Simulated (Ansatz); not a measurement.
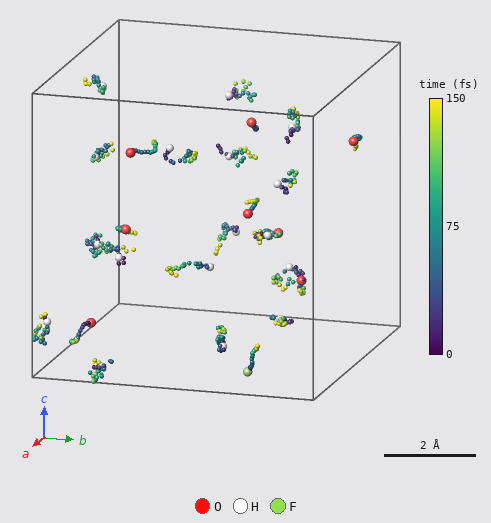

Molecular dynamics of a periodic cell with 8 H2O + 1 HF at 0.995 g/cm³, 150 fs long. Dots mark each atom's position at evenly spaced times, coloured by time; spheres stand at the starting positions. Seen slightly off an axis in the simulation cell.

Computed with Ansatz 0.2.0, DFT PBE-D3(BJ), scalar-relativistic, plane waves, PAW. Set-up: plane-wave cutoff 420 eV; k-point mesh 1 × 1 × 1; Fermi-Dirac smearing 0.05 eV; low-accuracy preset; Langevin thermostat (NVT); set temperature 400 K; time step 0.5 fs; friction 0.02 per fs.

Input file:
```yaml
accuracy: low
crystal:
  lattice:
    - [6.495065, 0.0, 0.0]
    - [0.0, 6.495065, 0.0]
    - [0.0, 0.0, 6.495065]
  atoms:
    - { symbol: O, position: [1.04868999, 0.58170747, 0.30799862] }
    - { symbol: H, position: [1.04232322, 0.42946488, 0.29783426] }
    - { symbol: H, position: [0.95956856, 0.61973102, 0.4282269] }
    - { symbol: O, position: [0.48798264, -0.01496028, 0.7781176] }
    - { symbol: H, position: [0.44779345, 0.08027374, 0.88914761] }
    - { symbol: H, position: [0.5166978, 0.07476686, 0.65629554] }
    - { symbol: O, position: [0.45501245, 0.78950716, 0.26282953] }
    - { symbol: H, position: [0.32841122, 0.70688819, 0.27046337] }
    - { symbol: H, position: [0.53377909, 0.73931027, 0.1438022] }
    - { symbol: O, position: [0.74279068, 0.68754914, 0.56498991] }
    - { symbol: H, position: [0.73255328, 0.78964344, 0.67551318] }
    - { symbol: H, position: [0.63443672, 0.72456706, 0.46341082] }
    - { symbol: O, position: [0.54976324, 0.19391252, 0.41989718] }
    - { symbol: H, position: [0.49334388, 0.07677464, 0.34282131] }
    - { symbol: H, position: [0.68733754, 0.21147667, 0.35769033] }
    - { symbol: O, position: [-0.0112771, 0.34580586, 0.81622454] }
    - { symbol: H, position: [0.11751131, 0.42686529, 0.79898895] }
    - { symbol: H, position: [-0.11774234, 0.45301426, 0.81401517] }
    - { symbol: O, position: [0.3375503, 0.57557057, 0.77218786] }
    - { symbol: H, position: [0.3566201, 0.72612066, 0.77225895] }
    - { symbol: H, position: [0.44386216, 0.52810783, 0.67674873] }
    - { symbol: O, position: [-0.06199943, 0.18994177, 0.19165341] }
    - { symbol: H, position: [-0.0446299, 0.23556634, 0.04426817] }
    - { symbol: H, position: [-0.02225923, 0.04618545, 0.19387373] }
    - { symbol: F, position: [0.82470053, 0.71176994, 0.0315266] }
    - { symbol: H, position: [0.92038456, 0.65381393, 0.14099865] }
basis:
  ecutwfc: 420.0
kpoints:
  mp_grid: { grid: [1, 1, 1] }
hamiltonian:
  xc: pbe
  dispersion: d3bj
scf:
  occupations: { method: fermi_dirac, width: 0.05 }
  lower_state_search: "off"
md:
  timestep: 0.5
  n_steps: 300
  ensemble: nvt_langevin
  temperature: 400.0
  initial_velocities: maxwell_boltzmann
  seed: 780236
  friction: 0.02
```

Launched with:
```bash
ansatz run input.yaml --threads 1 --pin off --max-ram 3072MiB --backend cpu --events-out ev --progress --plain --runs-dir out
```

### Describe the motion.

Root-mean-square distances from the starting positions over the second half, with the common drift of all atoms taken out: F 0.64 Å, H 0.51 Å, O 0.47 Å. The heavy atoms stay within a fraction of a molecule's size of their starting places; so short a run doesn't tell a liquid from a solid. The mean temperature in the second half is 327 K (standard deviation 39 K). The potential energy in the second half lies on average 41.7 meV per atom above the first frame.

Limits of the set-up: the program's low-accuracy preset was used; the periodic images lie only 6.5 Å apart, so the values are limited by the cell's size.
